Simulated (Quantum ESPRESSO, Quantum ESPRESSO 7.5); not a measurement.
# Tuning the work function of Rh(111)

Wanted: work-function changes of Rh(111) along a row of adsorbates.

Main program and level: Quantum ESPRESSO 7.5; plane-wave DFT, PBE, GBRV ultrasoft pseudopotentials.

**Measured values to reproduce.**

“Anisotropic work function of elemental crystals” (2019, arxiv:1902.07811) quotes from earlier work for Rh (clean (111) face): work function (clean (111) face) 5.46 eV.

Report form: the programs' logs are mostly left out.

### 1. Starting point

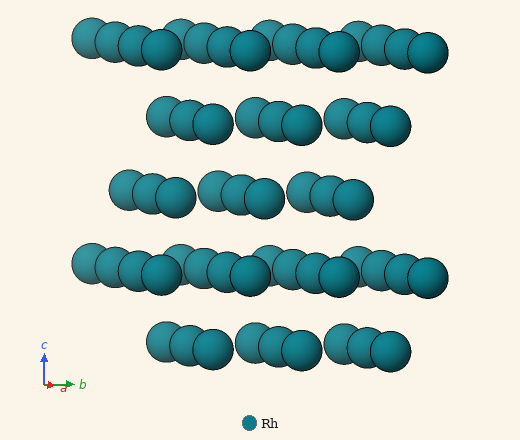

The cell as given, from the side, with the c axis up (rhodium blue). 3×3×1 cells are drawn. Some periodic images of atoms are drawn too.

The cell holds 5 atoms: 5 Rh. Its edges and angles: a = 2.687 Å, b = 2.687 Å, c = 24.776 Å, α = 90.0°, β = 90.0°, γ = 60.0°. It derives from Rh. Vacuum lies along c.

This is the clean slab. Each overlayer is one atom a surface cell, set on the fcc site and held there by symmetry.

This run has no spin polarisation although its electron count is odd. A spin-polarised state was not tried and may lie lower.

### 2. Relaxing the ions, clean face, with nosym = False

A first try, with the settings that serve most slabs.

clean.relax.try.in reads:

```
&control
  prefix = 'clean.relax'
  outdir = './out'
  pseudo_dir = './pseudo'
  nstep = 40
  forc_conv_thr = 0.001
  calculation = 'relax'
/
&system
  ibrav = 0
  nat = 5
  ntyp = 1
  ecutwfc = 40
  ecutrho = 200
  occupations = 'smearing'
  smearing = 'mv'
  degauss = 0.02
/
&electrons
  conv_thr = 1e-07
  mixing_beta = 0.4
  electron_maxstep = 120
  mixing_mode = 'local-TF'
/
&ions
/
ATOMIC_SPECIES
  Rh  102.9055  rh_pbe_v1.4.uspp.F.UPF
CELL_PARAMETERS angstrom
  2.68700576850888 0.00000000000000 0.00000000000000
  1.34350288425444 2.32701525564402 0.00000000000000
  0.00000000000000 0.00000000000000 24.77572409168231
ATOMIC_POSITIONS crystal
  Rh  0.666666666700 0.666666666700 0.322896718191 0 0 0
  Rh  0.000000000000 0.000000000000 0.411448359095 0 0 0
  Rh  0.333333333300 0.333333333300 0.500000000000 0 0 0
  Rh  0.666666666700 0.666666666700 0.588551640905
  Rh  0.000000000000 0.000000000000 0.677103281809
K_POINTS automatic
  12 12 1 0 0 0
```

On the command line:

```sh
$ OMP_NUM_THREADS=1 mpirun -n 4 pw.x -nk 4 -in clean.relax.try.in > clean.relax.try.out
```

Elapsed: 41 s, on 4 MPI ranks of Arm Neoverse V1, shared host; peak memory 0.58 GiB.

This try failed: “checkallsym (1): some of the original symmetry operations not satisfied”.

The message: “checkallsym (1): some of the original symmetry operations not satisfied”. The slab starts symmetric, and holding atoms on one side alone breaks that symmetry at the first step; without symmetry the check falls away, at the price of more k points.

### 3. Relaxing the ions, clean face

The run is repeated without symmetry.

The upper layers and the overlayer are relaxed in a plain periodic cell; the small field of the images is left in for this step. Atoms flagged 0 0 0 are held.

clean.relax.in, as its differences from the input of step 2:

```diff
@@ -17,2 +17,3 @@
   degauss = 0.02
+  nosym = .true.
 /
```

On the command line:

```sh
$ OMP_NUM_THREADS=1 mpirun -n 4 pw.x -nk 4 -in clean.relax.in > clean.relax.out
```

Elapsed: 14 min, on 4 MPI ranks; peak memory 0.76 GiB.

The steps of the relaxation:

```csv
step,energy less that of the first step (eV),largest force (eV/Å)
1,0.0000,0.2259
2,-0.0009,0.1602
3,-0.0015,0.0894
4,-0.0019,0.0706
5,-0.0021,0.0718
6,-0.0022,0.0650
7,-0.0024,0.0497
8,-0.0025,0.0225
```

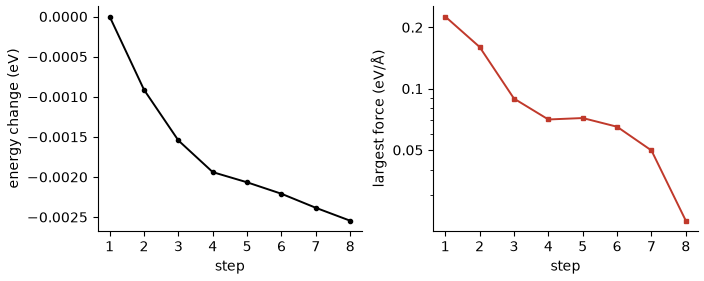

Energy and largest force along the relaxation.

The atoms that moved most (Å):

```csv
atom,dx,dy,dz,length
Rh4,0.000,0.000,0.026,0.026
Rh5,0.000,0.000,0.014,0.014
```

Final coordinates:

```cif
data_structure
_symmetry_space_group_name_H-M 'P 1'
_symmetry_Int_Tables_number 1
_cell_length_a 2.6870
_cell_length_b 2.6870
_cell_length_c 24.7757
_cell_angle_alpha 90.000
_cell_angle_beta 90.000
_cell_angle_gamma 60.000
_cell_volume 154.92
loop_
_atom_site_label
_atom_site_type_symbol
_atom_site_fract_x
_atom_site_fract_y
_atom_site_fract_z
_atom_site_occupancy
Rh1 Rh 0.66667 0.66667 0.32290 1
Rh2 Rh 0.00000 0.00000 0.41145 1
Rh3 Rh 0.33333 0.33333 0.50000 1
Rh4 Rh 0.66667 0.66667 0.58959 1
Rh5 Rh 0.00000 0.00000 0.67768 1
```

 On the free atoms the largest force ends at 0.022 eV/Å.

Read from the output:

```
free energy  : -11644.9286 eV
Fermi energy : 6.621 eV
```

### 4. Self-consistent run, clean face

Open boundaries by another road: assume_isolated = 'esm' with bc1, the slab centred on z = 0.

clean.esm.in reads:

```
&control
  prefix = 'clean.esm'
  outdir = './out'
  pseudo_dir = './pseudo'
  calculation = 'scf'
  tprnfor = .true.
/
&system
  ibrav = 0
  nat = 5
  ntyp = 1
  ecutwfc = 40
  ecutrho = 200
  occupations = 'smearing'
  smearing = 'mv'
  degauss = 0.02
  assume_isolated = 'esm'
  esm_bc = 'bc1'
/
&electrons
  conv_thr = 1e-07
  mixing_beta = 0.4
  electron_maxstep = 120
  mixing_mode = 'local-TF'
/
ATOMIC_SPECIES
  Rh  102.9055  rh_pbe_v1.4.uspp.F.UPF
CELL_PARAMETERS angstrom
  2.68700576850888 0.00000000000000 0.00000000000000
  1.34350288425444 2.32701525564402 0.00000000000000
  0.00000000000000 0.00000000000000 24.77572409168231
ATOMIC_POSITIONS crystal
  Rh  0.666666666700 0.666666666700 -0.177389972950
  Rh  0.000000000000 0.000000000000 -0.088838332050
  Rh  0.333333333300 0.333333333300 -0.000286691150
  Rh  0.666666679300 0.666666665800 0.089301477550
  Rh  -0.000000065100 0.000000051000 0.177389972950
K_POINTS automatic
  12 12 1 0 0 0
```

On the command line:

```sh
$ OMP_NUM_THREADS=1 mpirun -n 4 pw.x -nk 4 -in clean.esm.in > clean.esm.out
```

Elapsed: 99 s, on 4 MPI ranks; peak memory 0.59 GiB; 6.6 min of CPU time.

Numbers from this step:

```
free energy                                                    : -11644.9287 eV
Fermi energy                                                   : -5.169 eV
vacuum line at the lower end of the cell, over the Fermi level : 5.167 eV
vacuum line at the upper end of the cell, over the Fermi level : 5.172 eV
```

The potential energy, planar mean oscillates, so the rows of the table below give means over windows of 2.18 Å about each position, cut where the curve ends. Its maxima inside the range that stand out by 2 % of the span (Å: eV): -3.3: -0.604, -1.1: -0.873, 1.1: -0.639, 3.3: -0.704. Its minima: -4.4: -18.9, -2.2: -19.2, 0.0: -19.2, 2.2: -19.1, 4.4: -18.9.

Electrostatic potential energy of an electron; zero at the Fermi level. The potential energy, planar mean by z; means over each step:

```csv
z (Å),"potential energy, planar mean (eV)"
-11.30,5.17
-9.12,5.17
-6.94,4.94
-4.76,-8.66
-2.58,-9.94
-0.40,-9.98
1.78,-9.88
3.96,-9.78
6.14,3.16
8.32,5.17
10.50,5.17
```

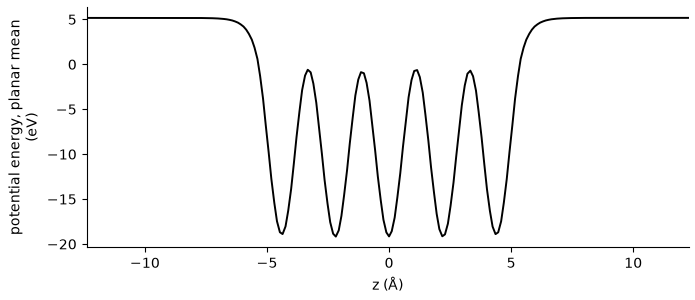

Potential energy, planar mean against z.

The vacuum levels are read from the outermost 0.7 Å of the cell on either side.

The run needed 31 iterations to bring the estimated error under 1e-07 Ry; the largest force on any atom, held or free, is 0.20 eV/Å.

Inside the slab this potential holds the local part of the pseudopotentials, which can be repulsive at the nuclei; only its value in the vacuum has a meaning of its own.

### 5. Projections on atomic orbitals, clean face

Projections on atomic orbitals tell which layers and orbitals hold the states near the zero of energy.

clean.pdos.in reads:

```
&projwfc
  prefix = 'clean.esm'
  outdir = './out'
  filpdos = 'clean.pdos'
  Emin = -13.169
  Emax = -1.169
  DeltaE = 0.1
  ngauss = 0
  degauss = 0.01
/
```

On the command line:

```sh
$ OMP_NUM_THREADS=1 mpirun -n 4 projwfc.x -in clean.pdos.in > clean.pdos.out
```

The job ended after 1.4 s (4 MPI ranks; peak memory 0.09 GiB; 5.4 s of CPU time).

This step gave:

| Property | Result |
| --- | --- |
| spilling of the projection | 9.00e-4 |

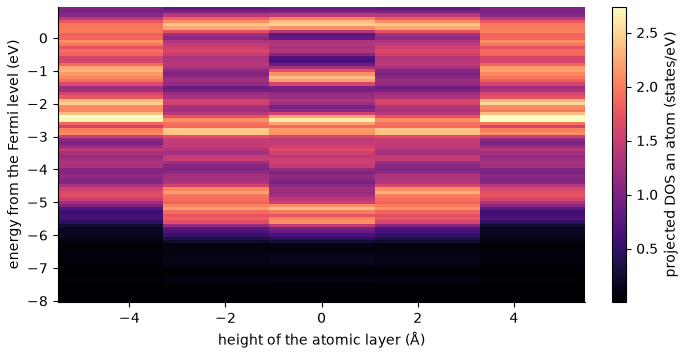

Projected DOS an atom over height of the atomic layer and energy from the Fermi level. Columns are the atomic layers from the bottom up.

The atomic orbitals miss 0.1 % of the occupied states; for empty states the projections can miss much more.

### 6. Relaxing the ions, C overlayer

System of this step: Rh(111), 5 layers, one monolayer of C on fcc sites. The cell holds 6 atoms: 5 Rh and 1 C. Cell: a = 2.687 Å, b = 2.687 Å, c = 27.776 Å, α = 90.0°, β = 90.0°, γ = 60.0°. It derives from Rh. Vacuum lies along c.

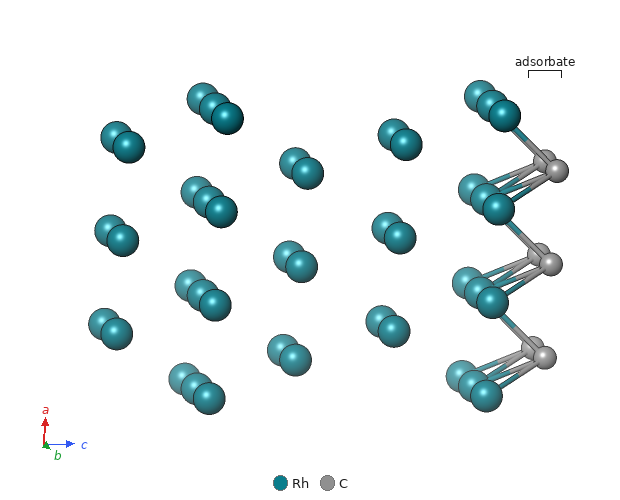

The cell of this step (rhodium blue, carbon grey). Bonds to atoms that aren't drawn are left out. 3×2×1 cells are drawn. Some periodic images of atoms are drawn too.

C.relax.in reads:

```
&control
  prefix = 'C.relax'
  outdir = './out'
  pseudo_dir = './pseudo'
  nstep = 40
  forc_conv_thr = 0.001
  calculation = 'relax'
/
&system
  ibrav = 0
  nat = 6
  ntyp = 2
  ecutwfc = 40
  ecutrho = 200
  occupations = 'smearing'
  smearing = 'mv'
  degauss = 0.02
/
&electrons
  conv_thr = 1e-07
  mixing_beta = 0.4
  electron_maxstep = 120
  mixing_mode = 'local-TF'
/
&ions
/
ATOMIC_SPECIES
  Rh  102.9055  rh_pbe_v1.4.uspp.F.UPF
  C   12.0110  c_pbe_v1.2.uspp.F.UPF
CELL_PARAMETERS angstrom
  2.68700576850888 0.00000000000000 0.00000000000000
  1.34350288425444 2.32701525564402 0.00000000000000
  0.00000000000000 0.00000000000000 27.77572409168231
ATOMIC_POSITIONS crystal
  Rh  0.666666666700 0.666666666700 0.298822092724 0 0 0
  Rh  0.000000000000 0.000000000000 0.377809449298 0 0 0
  Rh  0.333333333300 0.333333333300 0.456796805871 0 0 0
  Rh  0.666666666700 0.666666666700 0.535784162445
  Rh  0.000000000000 0.000000000000 0.614771519019
  C   0.333333333333 0.333333333333 0.669912429159
K_POINTS automatic
  12 12 1 0 0 0
```

On the command line:

```sh
$ OMP_NUM_THREADS=1 mpirun -n 4 pw.x -nk 4 -in C.relax.in > C.relax.out
```

Wall time 10 min (4 MPI ranks); peak memory 0.66 GiB; 41 min of CPU time.

Relaxation path:

```csv
step,energy less that of the first step (eV),largest force (eV/Å)
1,0.0000,3.3541
2,-0.2894,2.3014
3,-0.4867,1.1233
4,-0.5402,0.3548
5,-0.5440,0.2320
6,-0.5453,0.1438
7,-0.5463,0.0728
8,-0.5468,0.0605
9,-0.5469,0.0687
10,-0.5471,0.0705
11,-0.5475,0.0675
12,-0.5479,0.0578
13,-0.5483,0.0377
14,-0.5485,0.0105
```

The atoms that moved most (Å):

```csv
atom,dx,dy,dz,length
Rh5,0.000,0.000,0.245,0.245
C6,0.000,0.000,-0.102,0.102
```

The relaxation lowers the energy by 91 meV an atom. On the free atoms the largest force ends at 0.011 eV/Å.

Numbers from this step:

| Quantity | Value |
| --- | --- |
| free energy | -11798.9186 eV |
| Fermi energy | 5.804 eV |

### 7. Ground state, C overlayer

C.esm.in reads:

```
&control
  prefix = 'C.esm'
  outdir = './out'
  pseudo_dir = './pseudo'
  calculation = 'scf'
  tprnfor = .true.
/
&system
  ibrav = 0
  nat = 6
  ntyp = 2
  ecutwfc = 40
  ecutrho = 200
  occupations = 'smearing'
  smearing = 'mv'
  degauss = 0.02
  assume_isolated = 'esm'
  esm_bc = 'bc1'
/
&electrons
  conv_thr = 1e-07
  mixing_beta = 0.4
  electron_maxstep = 120
  mixing_mode = 'local-TF'
/
ATOMIC_SPECIES
  Rh  102.9055  rh_pbe_v1.4.uspp.F.UPF
  C   12.0110  c_pbe_v1.2.uspp.F.UPF
CELL_PARAMETERS angstrom
  2.68700576850888 0.00000000000000 0.00000000000000
  1.34350288425444 2.32701525564402 0.00000000000000
  0.00000000000000 0.00000000000000 27.77572409168231
ATOMIC_POSITIONS crystal
  Rh  0.666666666700 0.666666666700 -0.183705336500
  Rh  0.000000000000 0.000000000000 -0.104717979900
  Rh  0.333333333300 0.333333333300 -0.025730623300
  Rh  0.666666666700 0.666666666700 0.053293231900
  Rh  0.000000000000 0.000000000000 0.141071336000
  C   0.333333333300 0.333333333300 0.183705336500
K_POINTS automatic
  12 12 1 0 0 0
```

On the command line:

```sh
$ OMP_NUM_THREADS=1 mpirun -n 4 pw.x -nk 4 -in C.esm.in > C.esm.out
```

It took 2.5 min on 4 MPI ranks; peak memory 0.66 GiB.

Numbers from this step:

- free energy: -11798.9181 eV
- Fermi energy: -5.524 eV
- vacuum line at the lower end of the cell, over the Fermi level: 5.164 eV
- vacuum line at the upper end of the cell, over the Fermi level: 5.884 eV

The potential energy, planar mean oscillates, so the rows of the table below give means over windows of 2.2 Å about each position, cut where the curve ends. Its maxima inside the range that stand out by 2 % of the span (Å: eV): -4.0: -0.665, -1.9: -0.884, 0.3: -0.762, 2.7: 0.764, 4.8: -11.5. Its minima: -5.1: -18.9, -2.9: -19.2, -0.7: -19.2, 1.5: -19.0, 3.9: -20.2, 5.0: -12.3.

Electrostatic potential energy of an electron; zero at the Fermi level. Table of potential energy, planar mean by z; means over each step:

```csv
z (Å),"potential energy, planar mean (eV)"
-12.79,5.16
-10.59,5.16
-8.39,5.13
-6.19,-2.72
-3.99,-9.86
-1.79,-10.0
0.41,-9.90
2.61,-7.79
4.81,-11.1
7.01,5.54
9.21,5.88
11.41,5.88
13.61,5.88
```

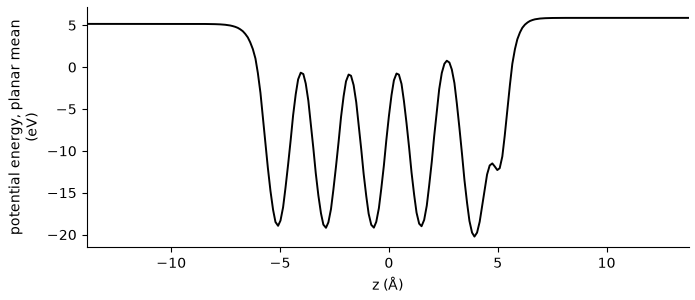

Potential energy, planar mean against z.

The covered face stands at 5.88 eV against 5.17 eV when clean.

Inside the slab this potential holds the local part of the pseudopotentials, which can be repulsive at the nuclei; only its value in the vacuum has a meaning of its own.

### 8. Projections on atomic orbitals, C overlayer

C.pdos.in reads:

```
&projwfc
  prefix = 'C.esm'
  outdir = './out'
  filpdos = 'C.pdos'
  Emin = -13.524
  Emax = -1.524
  DeltaE = 0.1
  ngauss = 0
  degauss = 0.01
/
```

On the command line:

```sh
$ OMP_NUM_THREADS=1 mpirun -n 4 projwfc.x -in C.pdos.in > C.pdos.out
```

It took 1.5 s on 4 MPI ranks; peak memory 0.1 GiB.

Read from the output:

| Property | Result |
| --- | --- |
| spilling of the projection | 0.0012 |

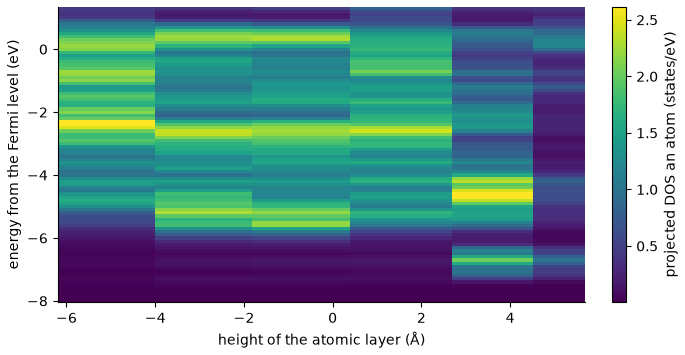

Projected DOS an atom over height of the atomic layer and energy from the Fermi level. Columns are the atomic layers from the bottom up.

The atomic orbitals miss 0.1 % of the occupied states; for empty states the projections can miss much more.

### 9. Relaxing the ions, N overlayer

System of this step: Rh(111), 5 layers, one monolayer of N on fcc sites. The cell holds 6 atoms: 5 Rh and 1 N. Cell: a = 2.687 Å, b = 2.687 Å, c = 27.776 Å, α = 90.0°, β = 90.0°, γ = 60.0°. It derives from Rh. Vacuum lies along c.

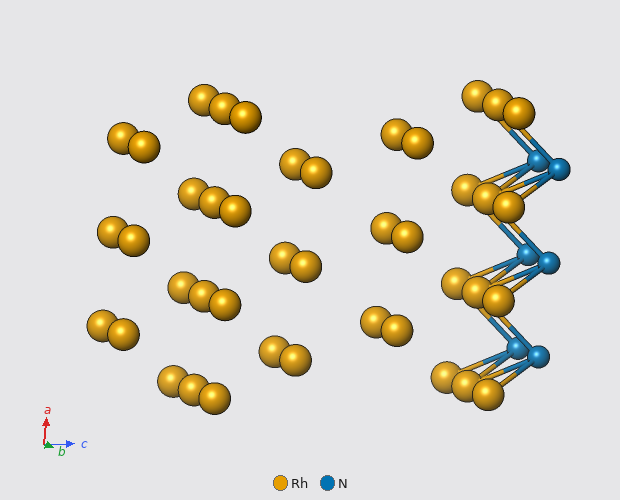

The cell of this step (rhodium orange, nitrogen blue). Bonds to atoms that aren't drawn are left out. 3×2×1 cells are drawn. Some periodic images of atoms are drawn too.

N.relax.in reads:

```
&control
  prefix = 'N.relax'
  outdir = './out'
  pseudo_dir = './pseudo'
  nstep = 40
  forc_conv_thr = 0.001
  calculation = 'relax'
/
&system
  ibrav = 0
  nat = 6
  ntyp = 2
  ecutwfc = 40
  ecutrho = 200
  occupations = 'smearing'
  smearing = 'mv'
  degauss = 0.02
/
&electrons
  conv_thr = 1e-07
  mixing_beta = 0.4
  electron_maxstep = 120
  mixing_mode = 'local-TF'
/
&ions
/
ATOMIC_SPECIES
  Rh  102.9055  rh_pbe_v1.4.uspp.F.UPF
  N   14.0070  n_pbe_v1.2.uspp.F.UPF
CELL_PARAMETERS angstrom
  2.68700576850888 0.00000000000000 0.00000000000000
  1.34350288425444 2.32701525564402 0.00000000000000
  0.00000000000000 0.00000000000000 27.77572409168231
ATOMIC_POSITIONS crystal
  Rh  0.666666666700 0.666666666700 0.298822092724 0 0 0
  Rh  0.000000000000 0.000000000000 0.377809449298 0 0 0
  Rh  0.333333333300 0.333333333300 0.456796805871 0 0 0
  Rh  0.666666666700 0.666666666700 0.535784162445
  Rh  0.000000000000 0.000000000000 0.614771519019
  N   0.333333333333 0.333333333333 0.667318551946
K_POINTS automatic
  12 12 1 0 0 0
```

On the command line:

```sh
$ OMP_NUM_THREADS=1 mpirun -n 4 pw.x -nk 4 -in N.relax.in > N.relax.out
```

It took 8.9 min on 4 MPI ranks; peak memory 0.66 GiB; 35 min of CPU time.

Relaxation path:

```csv
step,energy less that of the first step (eV),largest force (eV/Å)
1,0.0000,4.4041
2,-0.4689,1.8478
3,-0.5382,0.3909
4,-0.5420,0.1663
5,-0.5428,0.1250
6,-0.5441,0.1961
7,-0.5456,0.2197
8,-0.5477,0.2004
9,-0.5496,0.1083
10,-0.5500,0.0359
11,-0.5500,0.0205
```

The atoms that moved most (Å):

```csv
atom,dx,dy,dz,length
Rh5,0.000,0.000,0.209,0.209
N6,0.000,0.000,-0.036,0.036
Rh4,0.000,0.000,0.017,0.017
```

Final coordinates:

```cif
data_structure
_symmetry_space_group_name_H-M 'P 1'
_symmetry_Int_Tables_number 1
_cell_length_a 2.6870
_cell_length_b 2.6870
_cell_length_c 27.7757
_cell_angle_alpha 90.000
_cell_angle_beta 90.000
_cell_angle_gamma 60.000
_cell_volume 173.67
loop_
_atom_site_label
_atom_site_type_symbol
_atom_site_fract_x
_atom_site_fract_y
_atom_site_fract_z
_atom_site_occupancy
Rh1 Rh 0.66667 0.66667 0.29882 1
Rh2 Rh 0.00000 0.00000 0.37781 1
Rh3 Rh 0.33333 0.33333 0.45680 1
Rh4 Rh 0.66667 0.66667 0.53641 1
Rh5 Rh 0.00000 0.00000 0.62231 1
N6 N 0.33333 0.33333 0.66604 1
```

The relaxation lowers the energy by 92 meV an atom. On the free atoms the largest force ends at 0.020 eV/Å.

This step gave:

- free energy: -11917.8011 eV
- Fermi energy: 5.274 eV

### 10. SCF with pw.x, N overlayer

N.esm.in reads:

```
&control
  prefix = 'N.esm'
  outdir = './out'
  pseudo_dir = './pseudo'
  calculation = 'scf'
  tprnfor = .true.
/
&system
  ibrav = 0
  nat = 6
  ntyp = 2
  ecutwfc = 40
  ecutrho = 200
  occupations = 'smearing'
  smearing = 'mv'
  degauss = 0.02
  assume_isolated = 'esm'
  esm_bc = 'bc1'
/
&electrons
  conv_thr = 1e-07
  mixing_beta = 0.4
  electron_maxstep = 120
  mixing_mode = 'local-TF'
/
ATOMIC_SPECIES
  Rh  102.9055  rh_pbe_v1.4.uspp.F.UPF
  N   14.0070  n_pbe_v1.2.uspp.F.UPF
CELL_PARAMETERS angstrom
  2.68700576850888 0.00000000000000 0.00000000000000
  1.34350288425444 2.32701525564402 0.00000000000000
  0.00000000000000 0.00000000000000 27.77572409168231
ATOMIC_POSITIONS crystal
  Rh  0.666666666700 0.666666666700 -0.183608592050
  Rh  0.000000000000 0.000000000000 -0.104621235450
  Rh  0.333333333300 0.333333333300 -0.025633878850
  Rh  0.666666666700 0.666666666700 0.053974381750
  Rh  0.000000000000 0.000000000000 0.139874483750
  N   0.333333333300 0.333333333300 0.183608592050
K_POINTS automatic
  12 12 1 0 0 0
```

On the command line:

```sh
$ OMP_NUM_THREADS=1 mpirun -n 4 pw.x -nk 4 -in N.esm.in > N.esm.out
```

Elapsed: 3.5 min, on 4 MPI ranks; peak memory 0.66 GiB.

Numbers from this step:

```
free energy                                                    : -11917.7953 eV
Fermi energy                                                   : -6.324 eV
vacuum line at the lower end of the cell, over the Fermi level : 5.183 eV
vacuum line at the upper end of the cell, over the Fermi level : 7.466 eV
```

The potential energy, planar mean oscillates, so the rows of the table below give means over windows of 2.2 Å about each position, cut where the curve ends. Its maxima inside the range that stand out by 2 % of the span (Å: eV): -4.0: -0.655, -1.9: -0.875, 0.3: -0.630, 2.7: 0.595, 4.6: -9.77. Its minima: -5.1: -18.9, -2.9: -19.2, -0.7: -19.2, 1.5: -19.0, 3.9: -19.9, 5.0: -12.1.

Electrostatic potential energy of an electron; zero at the Fermi level. The potential energy, planar mean by z; means over each step:

```csv
z (Å),"potential energy, planar mean (eV)"
-12.79,5.18
-10.59,5.18
-8.39,5.15
-6.19,-2.67
-3.99,-9.85
-1.79,-10.0
0.41,-9.72
2.61,-8.22
4.81,-9.90
7.01,7.21
9.21,7.47
11.41,7.47
13.61,7.47
```

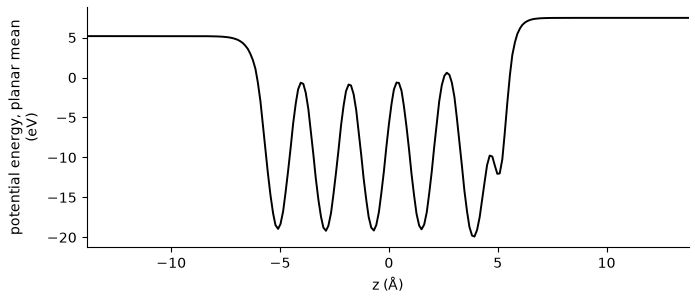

Potential energy, planar mean, plotted against z.

The covered face stands at 7.47 eV against 5.17 eV when clean.

Inside the slab this potential holds the local part of the pseudopotentials, which can be repulsive at the nuclei; only its value in the vacuum has a meaning of its own.

[end of part 1 of 2]

[Logs are printed without paths, hosts, clocks, repeated set-up lines and the standing remarks that a program may print on its own settings, such as how far it seeks lower states.]

[Hosts, paths, dates, database ids (printed as entryN), source tags and the programs' standing remarks are cut or masked in the printed files.]

[Maps of the electrostatic potential energy from Ansatz leave out the sawtooth potential of an applied field or a dipole correction, so their vacuum need not be flat; planar profiles and work functions include it.]
